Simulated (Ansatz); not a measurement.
The calculation's input:

```
crystal:
  periodic: [false, false, false]
  atoms:
    - { symbol: Si, position_ang: [0.0, 0.0, 0.0] }
    - { symbol: Cl, position_ang: [0.0, 0.0, 2.48] }
    - { symbol: H, position_ang: [1.3768, 0.0, -0.4862] }
    - { symbol: H, position_ang: [-0.6877, 1.1914, -0.4862] }
    - { symbol: H, position_ang: [-0.6877, -1.1914, -0.4862] }
    - { symbol: O, position_ang: [-1.879, 0.0, 0.6243] }
    - { symbol: H, position_ang: [-2.4241, -0.6297, 0.053] }
    - { symbol: H, position_ang: [-1.3553, 0.0, 1.769] }
basis:
  gaussian: { orbitals: cc-pVDZ }
hamiltonian:
  xc: pbe
  dispersion: d4
relax:
  f_tol: 0.15
  max_steps: 25
  restrain:
    - { distance: [0, 5], at: 2.88, k: 30.0 }
    - { distance: [7, 1], at: 2.57, k: 30.0 }
    - { distance: [0, 1], at: 2.13, k: 30.0 }
    - { distance: [7, 5], at: 1.01, k: 30.0 }
output:
  orbitals: {}
```

Launched as:

```sh
ansatz run input.yaml --threads 1 --pin off --max-ram 2048MiB --backend cpu --events-out ev --progress --plain --runs-dir out
```

The fields are those of the run's last geometry, not of the input's.

Not at a stationary point (largest force 0.6 eV/Å).

All numbers below come from RKS PBE-D4/cc-pVDZ in Ansatz.

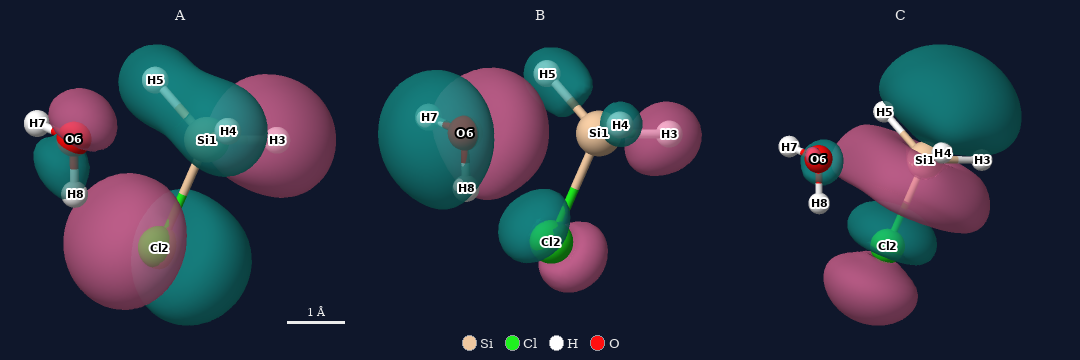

ClH₃Si···H₂O. Three frontier orbitals at ±0.08 Å⁻³ᐟ² (teal and pink are the two phases), in no order.

Order the three orbitals by energy and name them.

A is the HOMO−1 (−7.32 eV). By Hirshfeld shares it lies mainly on Cl2 (about 60 %), Si1 (about 15 %) and H3 (about 15 %). B is the HOMO (−6.82 eV). It lies mainly on O6 (about 80 %); largely a lone pair of O6. C is the LUMO (−0.88 eV). It lies mainly on Si1 (about 55 %) and Cl2 (about 25 %).

What is the HOMO–LUMO gap?

5.94 eV between the orbital energies.
